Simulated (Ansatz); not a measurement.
System: BH$_{4}$NO···H$_{2}$.

The calculation's input:

```
crystal:
  periodic: [false, false, false]
  atoms:
    - { symbol: B, position_ang: [0.0, 0.0, 0.0] }
    - { symbol: O, position_ang: [0.0, 0.0, 1.76] }
    - { symbol: H, position_ang: [-0.9095, -0.2814, 2.0971] }
    - { symbol: "N", position_ang: [1.3423, 0.0, -0.775] }
    - { symbol: H, position_ang: [1.8089, -0.9179, -1.0268] }
    - { symbol: H, position_ang: [1.7937, 0.9179, -1.0532] }
    - { symbol: H, position_ang: [-1.0305, 0.0, -0.595] }
    - { symbol: H, position_ang: [0.0668, 1.4124, 0.4698] }
    - { symbol: H, position_ang: [0.0544, 1.1498, 1.3187] }
basis:
  gaussian: { orbitals: def2-SVP }
hamiltonian:
  xc: pbe
relax:
  f_tol: 0.15
  max_steps: 25
  restrain:
    - { distance: [0, 7], at: 2.39, k: 30.0 }
    - { distance: [8, 1], at: 2.21, k: 30.0 }
    - { distance: [0, 1], at: 1.41, k: 30.0 }
    - { distance: [8, 7], at: 0.66, k: 30.0 }
output:
  orbitals: {}
```

Launched as:

```sh
ansatz run input.yaml --threads 1 --pin off --max-ram 2048MiB --backend cpu --events-out ev --progress --plain --runs-dir out
```

The fields are those of the run's last geometry, not of the input's.

Not at a stationary point (largest force 1.9 eV/Å).

The calculation used RKS PBE/def2-SVP in Ansatz.

What can the converged electron density and electron localisation function tell about the bonding?

Answer. B–O (1.40 Å): ρ at the midpoint is about 1.9 e/Å³; the ELF peaks at about 0.90 between the atoms; a polar covalent bond.
B–N (1.41 Å): ρ is about 1.9 e/Å³ halfway; the ELF peaks at about 0.95 between the atoms, as expected for a short, strongly polar bond.
O–H (0.97 Å): ρ is about 3.6 e/Å³ halfway; the ELF climbs to about 1 towards the hydrogen, as it does in any bond to H: an ordinary covalent bond to hydrogen.
N–H (1.02 Å): ρ is about 2.8 e/Å³ halfway; the ELF climbs to about 1 towards the hydrogen (an ordinary covalent bond to hydrogen).

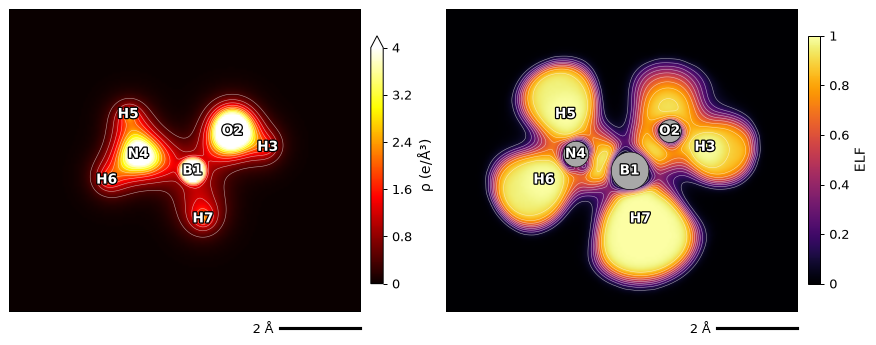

Computed electron density and electron localisation function on the plane of atoms N4, B1 and H7, in this order. Grey discs cover the atomic cores in the ELF map. 
